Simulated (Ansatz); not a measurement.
```xyz
5

B    -0.9381   -0.2840   -1.9282
Cl   -1.3497   -1.9002   -2.5972
Si   -1.7497   -0.6595   -0.1718
H    -3.0481   -0.1060   -0.7802
H    -0.3240    0.4761   -2.6284
```

Geometry: PBE0-D3(BJ)/def2-SVP.

Computed with isolated molecule in a Gaussian basis; Kohn-Sham density functional theory, functional PBE0 in Ansatz.

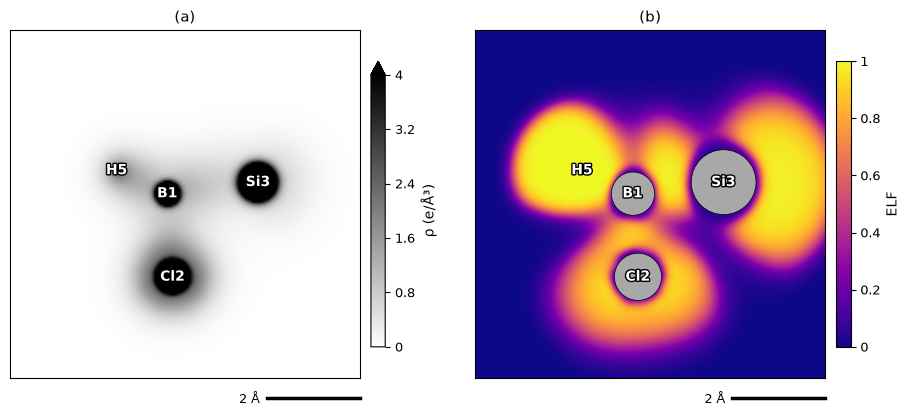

BClH2Si. (a) total electron density; (b) electron localisation function on the plane of atoms Cl2, B1 and Si3. Grey discs cover the atomic cores in the ELF map.

> Describe what can be read from this map.

The section cuts through B, Cl, Si and H sites.
B–Cl (1.80 Å): ρ is about 1.2 e/Å³ halfway; the ELF peaks at about 0.90 between the atoms; a shared but strongly polarised pair.
Si–B (1.97 Å): ρ is about 0.82 e/Å³ halfway; the ELF peaks at about 0.95 between the atoms: a covalent bond.
B–H (1.20 Å): ρ at the midpoint is about 1.3 e/Å³; the ELF climbs to about 1 towards the hydrogen, as it does in any bond to H (an ordinary covalent bond to hydrogen).
The ELF also peaks beside Cl2 and Si3, away from the bonds: lone-pair regions.
